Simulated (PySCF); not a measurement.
# C2H7BS: the cost of one run

The runs use PySCF 2.14.0, with density-fitted response routines of our own; the level of theory stands in each step. All values are computed, except where a source is named. Atoms count from 0, in the outputs and in this text.

### Step 1. Starting geometry

11 atoms, charge 0, multiplicity 1; geometry from: GFN2-xTB. The atoms were then displaced at random by about 0.01 Å, so the start is not that level's minimum.

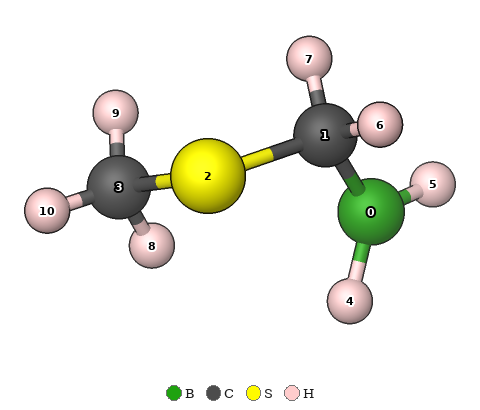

As it starts; boron green, carbon dark grey, sulfur yellow, hydrogen pink, atoms numbered.

### Step 2. Optimising the geometry at PBE0-D3(BJ)/def2-SVP

Job settings and geometry (Å):

```
{"job": {"xc": "PBE0", "basis": "def2-SVP", "d3": "d3bj", "grid": 1, "shake": 0.01, "kind": "geom"}, "charge": 0, "multiplicity": 1}
B     -1.556290     0.010390    -0.607650
C     -0.780650    -0.518180     0.609380
S      0.625250     0.493470     1.179960
C      1.715490     0.408100    -0.299940
H     -1.499170     1.149860    -0.940540
H     -2.283920    -0.690070    -1.194970
H     -1.439910    -0.529240     1.473270
H     -0.397860    -1.532490     0.491670
H      1.149170     0.849240    -1.117270
H      1.930140    -0.634180    -0.491460
H      2.575870     0.967250    -0.078190
```

Command:

```
$ OMP_NUM_THREADS=1 python probes_run.py task.json out
```

One launch serves the whole session: the jobs run in the order shown.

Q: Estimate the wall time and peak memory of this first job on 1 thread of Arm Neoverse V2, shared host.

About 13 s, with a peak of 0.39 GiB.
